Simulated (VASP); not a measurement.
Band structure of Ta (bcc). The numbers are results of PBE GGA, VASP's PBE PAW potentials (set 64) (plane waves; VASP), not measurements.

Unless said otherwise, spin-orbit coupling is left out, though it shifts the bands of the heavy elements here.

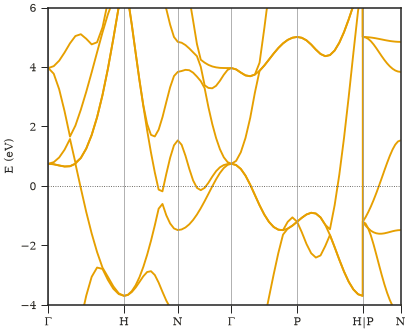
*Bands along high-symmetry lines, zero at the valence-band maximum or, without a gap, the Fermi level*

Q: Read the plot: is there a gap, and where are the band edges?

A: It has no gap at this level: it comes out as a metal or semimetal. (Edges off the drawn lines would not show.)

The compound is Ta in the bcc structure. It was relaxed first.
